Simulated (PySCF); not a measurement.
**C₃H₄F₃NSi: density, localisation and related maps**

```yaml
atoms:
  - { symbol: C, position_ang: [-1.4074, -0.2398, 0.3574] }
  - { symbol: C, position_ang: [-0.1944, 0.1327, -0.5162] }
  - { symbol: C, position_ang: [-0.1349, 1.5690, -0.6536] }
  - { symbol: N, position_ang: [-0.1116, 2.7072, -0.7461] }
  - { symbol: Si, position_ang: [1.4359, -0.5427, 0.1676] }
  - { symbol: F, position_ang: [1.3929, -2.1222, 0.3009] }
  - { symbol: F, position_ang: [2.6954, -0.2290, -0.7374] }
  - { symbol: F, position_ang: [1.7921, -0.0147, 1.6156] }
  - { symbol: H, position_ang: [-1.4927, -1.3206, 0.4392] }
  - { symbol: H, position_ang: [-2.3216, 0.1521, -0.0840] }
  - { symbol: H, position_ang: [-1.3025, 0.1784, 1.3558] }
  - { symbol: H, position_ang: [-0.3500, -0.2711, -1.5252] }
```

Geometry: GFN2-xTB.

Computed with PySCF, B3LYP/def2-SVPD, SCF density, gas phase.

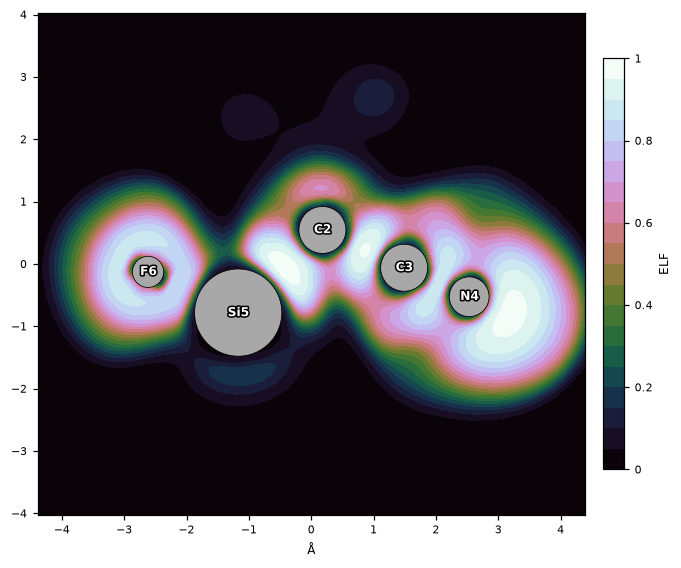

Figure 1. ELF on the plane of atoms C2, Si5 and F6. Grey discs cover the atomic cores.

Q: What do the fields say about this system?

A: Atoms in the plane: C, N, Si and F.
C–N (1.14 Å): the ELF peaks at about 0.85 between the atoms: a short, multiple covalent bond.
C–C (1.44 Å): the ELF peaks at about 0.95 between the atoms: a covalent bond.
Si–F (1.59 Å): the ELF peaks at about 0.85 in the valence shell of F, 0.6 Å from its nucleus, and is about 0.50 at the midpoint.
C–Si (1.89 Å): the ELF peaks at about 1 between the atoms, as expected for localised, covalent bonding.
The ELF also peaks beside N4 and F6, away from the bonds: lone-pair regions.

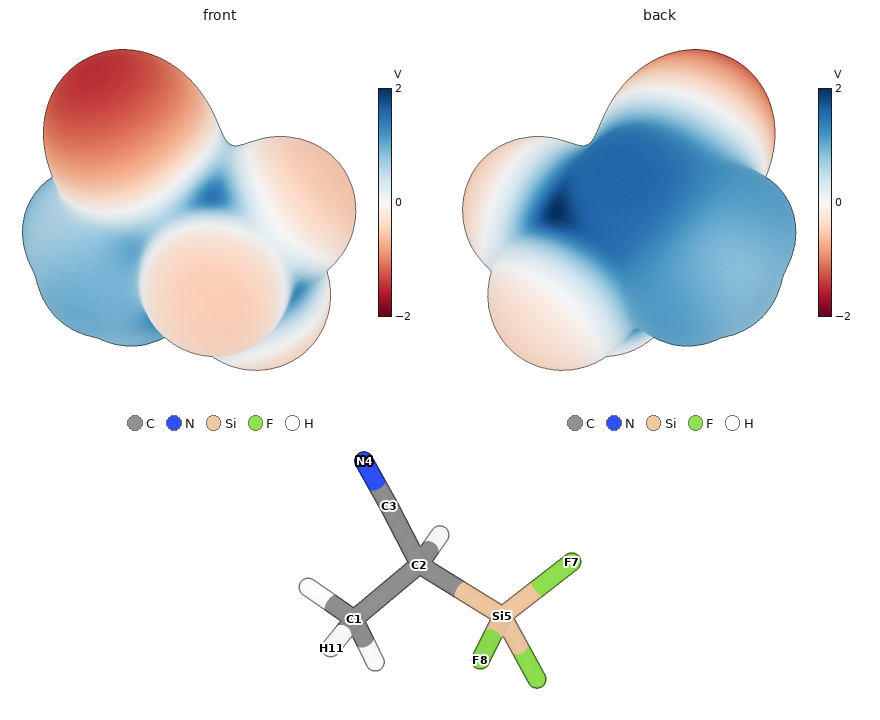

Figure 2. The electrostatic potential painted on the density surface at 0.001 e/bohr³, seen from the front and from behind; the colour scale runs from red (negative) to blue (positive). The bare structure is drawn below in the same view.

Q: Where is the surface potential most negative and most positive?

A: The most negative region (about −1.5 V) lies over N4, the most positive (about +1.8 V) over Si5. N4 is the likeliest acceptor of a hydrogen bond.
